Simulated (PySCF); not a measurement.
## Electronic structure of GeP (doublet) in real space

```tsv
atom	x (Å)	y (Å)	z (Å)
Ge	0.0000	0.0000	-0.6337
P	0.0000	0.0000	1.5123
```

Level of theory: PySCF, PBE0/cc-pVTZ(-PP), non-relativistic Hamiltonian with scalar-relativistic core potentials where named, at a bond length of 2.146 Å.

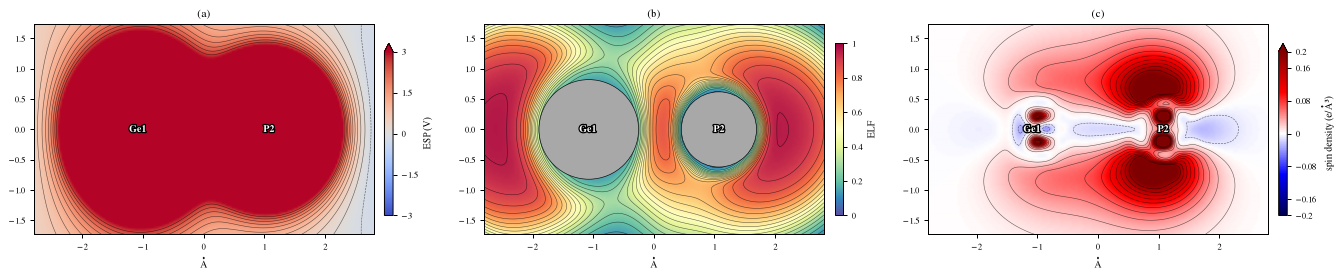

Figure 1. (a) electrostatic potential; (b) ELF; (c) spin density (α minus β) on a plane that holds the molecular axis. Grey discs cover the atomic cores in the ELF map.

Question: What do the fields say about this system?

Answer:
- The section cuts through Ge and P sites.
- Ge–P (2.15 Å): the ELF peaks at about 0.85 in the valence shell of P, 0.9 Å from its nucleus, and is about 0.75 at the midpoint.
- The ELF also peaks beside P2, away from the bonds: non-bonding electrons, paired or unpaired.
- The unpaired spin (1 electron) lies mostly on P2 (about 0.7) and Ge1 (about 0.3), in electrons by Hirshfeld's partition.
- The potential has no marked negative region in this plane.

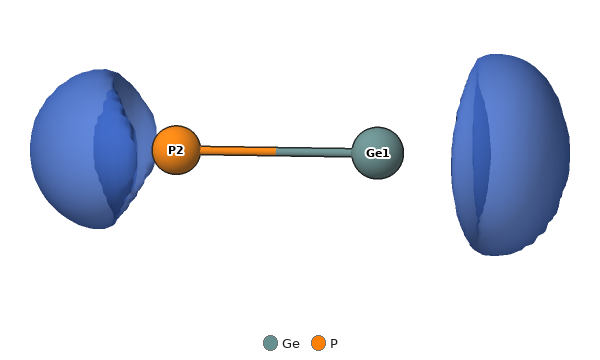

Figure 2. Isosurface of the ELF at 0.9 (blue), seen from one side. Only the valence region is drawn (cores and ρ < 0.01 e/Å³ removed).

Question: Where are the electrons localised?

Answer: The ELF exceeds this value in one lobe on Ge, pointing away from the bonds (non-bonding electrons) and one lobe on P, pointing away from the bonds (non-bonding electrons).
